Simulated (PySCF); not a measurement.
# PbO(OH)2: singlet, from a T-shaped (ligand arrangement 1) start

Aim: relax PbO(OH)2 as a singlet from a hand-made T-shaped (ligand arrangement 1) geometry, check by its vibrations whether the end is a minimum, and collect its spectrum and constants.

Method: PBE0, basis Pb def2-SVP with ECP60, O def2-SVP, H def2-SVP, scalar-relativistic core potentials, no spin–orbit coupling, density fitting; program: PySCF 2.14.0.

## 1. The starting structure

6 atoms, charge 0, spin multiplicity 1.

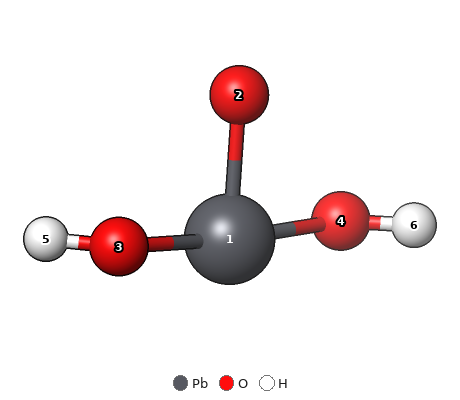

Start geometry, drawn with lead dark grey, oxygen red, hydrogen white; atoms are numbered from 1 in the order of the file.

Z-matrix (Å, degrees; charge 0 multiplicity 1):
```
Pb
O  1 1.9200
O  1 2.0700 2 88.00
O  1 2.0700 2 88.00 3 180.00
H  3 0.9600 1 130.00 2 89.99
H  4 0.9600 1 130.00 2 89.99
```

## 2. T-shaped (ligand arrangement 1) start, singlet: relaxation

The steps below are one call of a driver around PySCF. For each, scf.py gives the equivalent set-up of the SCF; relaxations use the driver's own optimiser. Before each start the driver seeks the lowest SCF state from one or more starting densities and follows internal instabilities, so scf.py alone need not reach the same state.

The program finds C2 symmetry in the start, which this walk keeps. The walk stops when the largest gradient is under 0.0003 Eh/bohr and the energy has settled too.

Input file scf.py:

```python
from pyscf import gto, scf, dft
mol = gto.M(atom='''
Pb     0.000000     0.000000    -0.128728
O      0.000000     0.000000     1.791272
O      2.068700    -0.000000    -0.056528
O     -2.068700     0.000000    -0.056528
H      2.685400    -0.735400    -0.034928
H     -2.685400     0.735400    -0.034928''',
    basis={'Pb': 'def2-SVP', 'O': 'def2-SVP', 'H': 'def2-SVP'},
    ecp={'Pb': 'def2-SVP'},
    charge=0, spin=0)
mf = dft.RKS(mol, xc='PBE0')
mf.grids.atom_grid = (50, 194)
aux = {'Pb': 'def2-universal-JKFIT', 'O': 'def2-universal-JKFIT', 'H': 'def2-universal-JKFIT'}
mf = mf.density_fit(auxbasis=aux)
mf.kernel()
```

The runs that follow: Vibrations and properties at this point.

Q: Predict the outcome of this session. Wanted: minimum; geometry; wavenumbers; dipole moment; highest occupied, lowest empty level; polar-tensor charge of Pb1; zero-point energy; atomisation energy.

As calculated:

```
                                 quantity                                                                                                                    value
                                  minimum                                                                                                             singlet, C2v
                                 geometry                  O–H 0.968 Å (×2), Pb–O 1.941 Å, Pb–O 2.074 Å (×2); H–O–Pb 107.9° (×2), O–Pb–O 94.0°, O–Pb–O 133.0° (×2)
                       wavenumbers (cm⁻¹)  92 (b2), 122 (b1), 154 (a1), 284 (a2), 311 (b1), 565 (a1), 568 (b2), 701 (a1), 874 (b2), 928 (a1), 3843 (b2), 3845 (a1)
                            dipole moment                                                                                                                   0.23 D
     highest occupied, lowest empty level                                                                                                          -7.79, -3.33 eV
               polar-tensor charge of Pb1                                                                                                                  +1.42 e
                        zero-point energy                                                                                                              73.5 kJ/mol
                      entropy at 298.15 K                                                                                                          339.3 J/(mol K)
atomisation energy (no zero-point energy)                                                                                                              1594 kJ/mol
```

What this shows: From C2 at the start the molecule goes to a C2v minimum. The strongest infrared band lies at 311 cm⁻¹ (b1). Other starts or spin states, not run here, may lie lower. A two-component treatment could change these values noticeably.
